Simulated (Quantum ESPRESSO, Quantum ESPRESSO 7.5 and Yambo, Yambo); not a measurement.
# SrTiO3 (Tausonite): Bethe-Salpeter spectra with Yambo

How far does the k mesh set the exciton binding of SrTiO3 (Tausonite)?

Method: PBE and many-body steps on it, plane waves, in Quantum ESPRESSO 7.5 and Yambo 5.3.0.

### 1. The structure

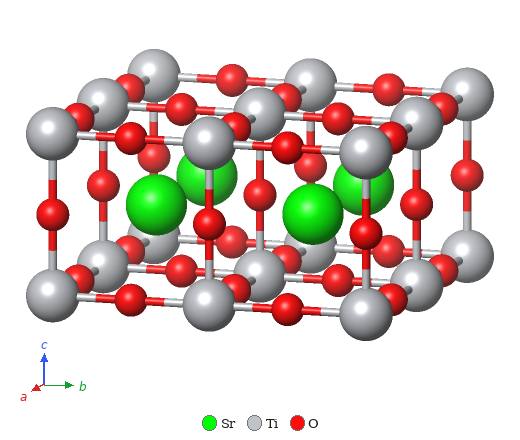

Start, viewed slightly off an axis; strontium green, titanium light grey, oxygen red. 2×2×1 cells are drawn. Some periodic images of atoms are drawn too.

The cell and positions come from the Crystallography Open Database and are kept as given unless a step says otherwise.

### 2. Empty states on the mesh, 4×4×4 mesh, 67 bands

This step: Quantum ESPRESSO 7.5; DFT, PBE, plane waves, norm-conserving pseudopotentials.

The sums over transitions need many empty states on a uniform mesh; this step solves for them.

File pw.in:

```
&control
  calculation = 'nscf'
  prefix = 'x'
  outdir = 'o'
  pseudo_dir = 'pseudo'
/
&system
  ibrav = 0
  nat = 5
  ntyp = 3
  ecutwfc = 76.0
  nbnd = 67
  force_symmorphic = .true.
/
&electrons
  conv_thr = 1e-9
  electron_maxstep = 80
  diago_full_acc = .true.
  diago_thr_init = 5e-6
/
ATOMIC_SPECIES
  Sr 87.62 Sr.upf
  Ti 47.867 Ti.upf
  O 15.999 O.upf
CELL_PARAMETERS angstrom
  3.9052800000 0.0000000000 0.0000000000
  0.0000000000 3.9052800000 0.0000000000
  0.0000000000 0.0000000000 3.9052800000
ATOMIC_POSITIONS crystal
  Sr 0.5000000000 0.5000000000 0.5000000000
  Ti 0.0000000000 0.0000000000 0.0000000000
  O 0.5000000000 0.0000000000 0.0000000000
  O 0.0000000000 0.5000000000 0.0000000000
  O 0.0000000000 0.0000000000 0.5000000000
K_POINTS automatic
  4 4 4 0 0 0
```

Started as:

```console
$ OMP_NUM_THREADS=1 mpirun -n 8 pw.x -nk 4 -in pw.in > pw.out
```

Log:

```text
Program PWSCF v.7.5 starts

     This program is part of the open-source Quantum ESPRESSO suite
     for quantum simulation of materials; please cite
         "P. Giannozzi et al., J. Phys.:Condens. Matter 21 395502 (2009);
         "P. Giannozzi et al., J. Phys.:Condens. Matter 29 465901 (2017);
         "P. Giannozzi et al., J. Chem. Phys. 152 154105 (2020);
     in publications or presentations arising from this work. More details at

     Atomic positions and unit cell read from directory:
     o/x.save/

     Message from routine setup:
[...]
49.3499  49.5909  49.7696

          k = 0.0000 0.0000-0.5000 (  4484 PWs)   bands (ev):

[...]
37.7092  38.4477  42.4565  43.5042  43.7767  43.7767  44.6006  44.8174
    45.0273  45.7350  46.3178  46.3178  47.9504  47.9504  48.8065  49.2405
    49.3406  49.9430  51.8258

          k = 0.0000 0.2500 0.2500 (  4514 PWs)   bands (ev):

     [... further k-points ...]

     highest occupied, lowest unoccupied level (ev):    10.0469   11.9545

     XML data file, pseudopotentials, collected wavefunctions

=------------------------------------------------------------------------------=
   JOB DONE.
=------------------------------------------------------------------------------=
```

Elapsed: 6.1 s, on 8 MPI ranks of Arm Neoverse V1, shared host; peak memory 0.48 GiB; 42 s of CPU time.

This step gave:

| Quantity | Value |
| --- | --- |
| gap | 1.908 eV |
| k of the valence top | -0.5, -0.5, -0.5 |
| k of the conduction bottom | 0, 0, 0 |
| least direct gap | 2.263 eV |
| k points computed | 10 |
| lowest point of the top converged band, above the valence top | 39.47 eV |

On this mesh the gap is 1.908 eV.

The density comes from a self-consistent run that is not shown.

### 3. Conversion and set-up

This step: Yambo 5.3.0; conversion and set-up on PBE, plane waves, norm-conserving pseudopotentials.

The states are converted to the many-body program's format and the q mesh is built.

Started as:

```console
$ (cd o/x.save; p2y > p2y.log; mv SAVE ../..); yambo > setup.log
```

Log:

```text
 Yambo, version 5.3.0

 [02] CORE Variables Setup
 =========================

  [02.01] Unit cells
  ==================

  Cell kind             :  CUB
  Atoms in the cell     :  Sr  Ti  O
  number of Sr atoms    :  1
  number of Ti atoms    :  1
  number of O  atoms    :  3

  List of atomic masses
  Mass of Sr    :  87.62000
  Mass of Ti    :  47.86700
  Mass of O     :  15.99900

  List of atomic coordinates    : [cc]
  Sr1       :  3.689955  3.689955  3.689955  order 1
  Ti1       :  0.000000  0.000000  0.000000  order 2
  O1       :  3.689955  0.000000  0.000000  order 3
[...]
IBZ Q-points                                      :  10
 BZ  Q-points                                      :   64

 K/Q-points units:
 rlu = crystal or reduced units; cc = cartesian coordinates; iku = interal k-units

 Q [ 1]         [rlu]:  0.000000  0.000000  0.000000
 Q [ 2]         [rlu]:  0.000000  0.000000  0.250000
 Q [ 3]         [rlu]:  0.000000  0.000000 -0.500000
[...]
Q [ 8]         [rlu]:  0.250000  0.250000 -0.500000
 Q [ 9]         [rlu]:  0.250000 -0.500000 -0.500000
 Q [10]         [rlu]: -0.500000 -0.500000 -0.500000

  [03.01] X indexes
  =================

   [03.01.01] Sigma indexes
   ========================

 [06] Game Over & Game summary
```

The job ended after 3.4 s (1 MPI rank; peak memory 0.25 GiB).

### 4. Screening and self-energy, 4×4×4 mesh, 67 bands, screening to 95.2 eV

G0W0 replaces the xc potential by the self-energy, built once from these orbitals. Only a window of levels is corrected, while the sums run over the empty bands that the input names.

This step: G0W0 on PBE, plane waves, norm-conserving pseudopotentials.

File gw1.in:

```
HF_and_locXC
gw0
dyson
ppa
em1d
rim_cut
RandQpts= 1000000
RandGvec= 1 RL
EXXRLvcs= 76 Ry
VXCRLvcs= 304 Ry
Chimod= "HARTREE"
% BndsRnXp
 1 | 67 |
%
NGsBlkXp= 7 Ry
% LongDrXp
 1 | 1 | 1 |
%
% GbndRnge
 1 | 67 |
%
DysSolver= "n"
ExtendOut
PPAPntXp= 27.21138 eV
% QPkrange
 10 | 10 | 19 | 22 |
 1 | 1 | 19 | 22 |
%
```

Started as:

```console
$ OMP_NUM_THREADS=1 mpirun -n 8 yambo -F gw1.in -J gw1 -C gw1 > gw1.log
```

Log:

```text
 Yambo, version 5.3.0

 [02] CORE Variables Setup
 =========================

  [... cell, symmetries and grids as in the set-up ...]

  [02.05] Energies & Occupations
  ==============================

  [X] === General ===
  [X] Electronic Temperature                        :  0.000000  0.000000 [eV K]
  [X] Bosonic    Temperature                        :  0.000000  0.000000 [eV K]
  [X] Finite Temperature mode                       : no
  [X] El. density                                   :  0.67159E+24 [cm-3]
[...]
QP @ state[ 1 ] b range                          :  19  22
   QP @ state[ 2 ] K range                          :  10  10
   QP @ state[ 2 ] b range                          :  19  22
   GF energies kind                                 : Perdew, Burke & Ernzerhof(X)+Perdew, Burke & Ernzerhof(C)
   GF WF`s kind                                     : Perdew, Burke & Ernzerhof(X)+Perdew, Burke & Ernzerhof(C)
   Xs energies kind                                 : Perdew, Burke & Ernzerhof(X)+Perdew, Burke & Ernzerhof(C)
   Xs WF`s kind                                     : Perdew, Burke & Ernzerhof(X)+Perdew, Burke & Ernzerhof(C)

 [11] Game Over & Game summary
```

It took 36 s on 8 MPI ranks; peak memory 3.4 GiB.

This step gave:

| Item | Value |
| --- | --- |
| G0W0 gap on the points computed | 3.537 eV |
| starting gap on the mesh | 1.908 eV |
| k of the valence top | -0.5, -0.5, -0.5 |
| k of the conduction bottom | 0, 0, 0 |
| least direct G0W0 gap on the computed points | 3.889 eV |

The gap on the mesh goes from 1.91 eV to 3.54 eV, a correction of +1.63 eV.

The gap opens by 1.629 eV; the next steps shift the empty bands rigidly by 1.626 eV.

### 5. Empty states on the mesh, 4×4×4 mesh, 33 bands

This step: Quantum ESPRESSO 7.5; DFT, PBE, plane waves, norm-conserving pseudopotentials.

pw.in: that of step 2 with these lines changed.

```diff
@@ -11,3 +11,3 @@
   ecutwfc = 76.0
-  nbnd = 67
+  nbnd = 33
   force_symmorphic = .true.
```

Started as:

```console
$ OMP_NUM_THREADS=1 mpirun -n 8 pw.x -nk 4 -in pw.in > pw.out
```

Log:

```text
[banner, memory and clock lines left out]
Program PWSCF v.7.5 starts

     Atomic positions and unit cell read from directory:
     o/x.save/

     Message from routine setup:
     using ibrav=0 with symmetry is DISCOURAGED, use correct ibrav instead

     bravais-lattice index     =            0
     lattice parameter (alat)  =       7.3799  a.u.
     unit-cell volume          =     401.9325 (a.u.)^3
     number of atoms/cell      =            5
     number of atomic types    =            3
     number of electrons       =        40.00
[...]
8.8811   9.6918   9.6918   9.6918  11.9545  11.9545  11.9545  14.4348
[...]
26.9192

          k = 0.0000 0.0000 0.2500 (  4504 PWs)   bands (ev):

[...]
26.5698

          k = 0.0000 0.0000-0.5000 (  4484 PWs)   bands (ev):

[...]
7.7095   8.0833   9.3178   9.3178  12.1214  13.8754  13.8754  14.4497
    16.6403  17.3909  17.5144  18.1252  19.5096  19.5096  20.4073  21.7925
    24.9618

          k = 0.0000 0.2500 0.2500 (  4514 PWs)   bands (ev):

     [... further k-points ...]

     highest occupied, lowest unoccupied level (ev):    10.0469   11.9545

     XML data file, pseudopotentials, collected wavefunctions
```

The job ended after 2.6 s (8 MPI ranks; peak memory 0.4 GiB).

Numbers from this step:

| Item | Value |
| --- | --- |
| gap | 1.908 eV |
| k of the valence top | -0.5, -0.5, -0.5 |
| k of the conduction bottom | 0, 0, 0 |
| least direct gap | 2.263 eV |
| k points computed | 10 |
| lowest point of the top converged band, above the valence top | 12.05 eV |

On this mesh the gap is 1.908 eV.

### 6. Conversion and set-up

This step: Yambo 5.3.0; conversion and set-up on PBE, plane waves, norm-conserving pseudopotentials.

Started as:

```console
$ (cd o/x.save; p2y > p2y.log; mv SAVE ../..); yambo > setup.log
```

Log:

```text
 Yambo, version 5.3.0

 [02] CORE Variables Setup
 =========================

  [02.01] Unit cells
  ==================

  Cell kind             :  CUB
  Atoms in the cell     :  Sr  Ti  O
  number of Sr atoms    :  1
  number of Ti atoms    :  1
  number of O  atoms    :  3

  List of atomic masses
  Mass of Sr    :  87.62000
  Mass of Ti    :  47.86700
  Mass of O     :  15.99900

  List of atomic coordinates    : [cc]
  Sr1       :  3.689955  3.689955  3.689955  order 1
  Ti1       :  0.000000  0.000000  0.000000  order 2
  O1       :  3.689955  0.000000  0.000000  order 3
[...]
IBZ Q-points                                      :  10
 BZ  Q-points                                      :   64

 K/Q-points units:
 rlu = crystal or reduced units; cc = cartesian coordinates; iku = interal k-units

 Q [ 1]         [rlu]:  0.000000  0.000000  0.000000
 Q [ 2]         [rlu]:  0.000000  0.000000  0.250000
 Q [ 3]         [rlu]:  0.000000  0.000000 -0.500000
[...]
Q [ 8]         [rlu]:  0.250000  0.250000 -0.500000
 Q [ 9]         [rlu]:  0.250000 -0.500000 -0.500000
 Q [10]         [rlu]: -0.500000 -0.500000 -0.500000

  [03.01] X indexes
  =================

   [03.01.01] Sigma indexes
   ========================

 [06] Game Over & Game summary
```

It took 3.3 s on 1 MPI rank; peak memory 0.25 GiB.

(Continued in part 2 of 4.)

[Paths, hosts, dates, memory and timing lines, banners, echoed tables and standing remarks are left out of the program output.]

[Logs are printed without paths, hosts, clocks, repeated set-up lines and the standing remarks that a program may print on its own settings, such as how far it seeks lower states.]

[Runs of the session that timed out or met a known fault of the program may be left out.]

[Hosts, paths, dates, database ids (printed as entryN), source tags and the programs' standing remarks are cut or masked in the printed files.]
